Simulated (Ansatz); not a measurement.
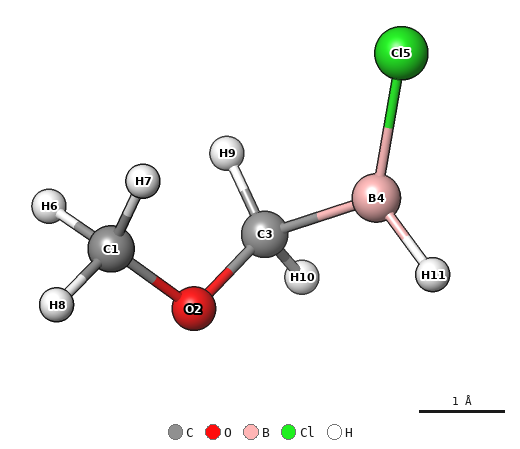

C$_{2}$H$_{6}$BClO (coarse preliminary run), before the relaxation. Style: ball-and-stick. Shown from a free direction.

The start comes from a force field.

Theory: RKS PBE-D4/def2-SVP in Ansatz.

Input file:
```yaml
crystal:
  periodic: [false, false, false]
  atoms:
    - {symbol: C, position_ang: [-1.329000, 0.342500, -0.695700]}
    - {symbol: O, position_ang: [-0.687800, -0.802700, -0.389000]}
    - {symbol: C, position_ang: [0.667100, -0.539400, -0.266100]}
    - {symbol: B, position_ang: [1.138600, -0.270700, 1.273400]}
    - {symbol: Cl, position_ang: [1.842200, 1.303000, 1.774100]}
    - {symbol: H, position_ang: [-1.095200, 0.764900, -1.722000]}
    - {symbol: H, position_ang: [-1.171600, 1.183100, 0.056100]}
    - {symbol: H, position_ang: [-2.426800, 0.187600, -0.724600]}
    - {symbol: H, position_ang: [1.066800, 0.319100, -0.843800]}
    - {symbol: H, position_ang: [1.257200, -1.443800, -0.553100]}
    - {symbol: H, position_ang: [0.803900, -1.100600, 2.111200]}
basis:
  gaussian: {orbitals: def2-SVP}
hamiltonian: {xc: pbe, dispersion: d4}
relax: {f_tol: 0.03, max_steps: 200}
```

Run as
```bash
ansatz run in.yaml --threads 4 --pin off --events-out ev --progress --plain --max-ram 10444MiB
```

Question: What does the optimiser find from here?

Answer: The largest moves after the best rigid fit, 1.12 Å, are those of Cl5 and H11. Largest moves by element: Cl 1.12 Å, H 1.12 Å, O 0.26 Å, B 0.25 Å, C 0.15 Å. Among the contacts that change: C3–B4 1.632 → 1.572 Å, C1–O2 1.348 → 1.405 Å, B4–Cl5 1.795 → 1.762 Å, O2–C3 1.386 → 1.418 Å. Bond angles that change, for instance: B4–C3–H9 105.1° → 111.9°, C3–B4–H11 117.0° → 123.5°, H6–C1–H8 103.4° → 108.6°. Groups turn about C3–B4 by about 55°, O2–C3 by about 20°. Over 10 geometry steps the energy falls by 0.469 eV. Largest force component: 2.6 eV/Å at the start, 0.021 eV/Å at the end. The run took 9.5 s on 4 threads of Intel Xeon Platinum 8488C (shared host).

Final geometry:

```xyz
11

C    -1.4358    0.2540   -0.6636
O    -0.5477   -0.8337   -0.6046
C     0.7723   -0.4320   -0.2789
B     1.0093   -0.0628    1.2309
Cl    2.6026    0.4804    1.7508
H    -1.1580    0.9829   -1.4667
H    -1.4800    0.8205    0.3006
H    -2.4465   -0.1425   -0.8819
H     1.1516    0.3676   -0.9710
H     1.4364   -1.3072   -0.4864
H     0.1611   -0.1841    2.0913
```

The end point in the same view:

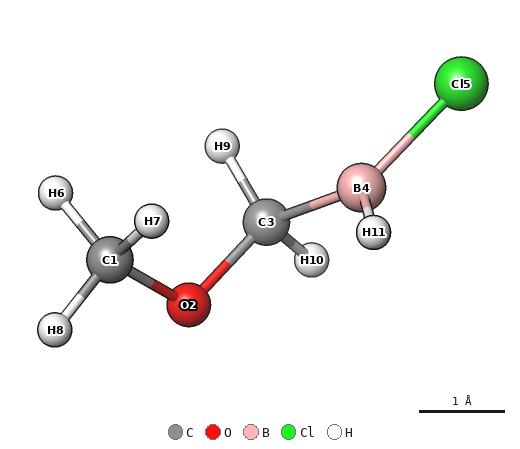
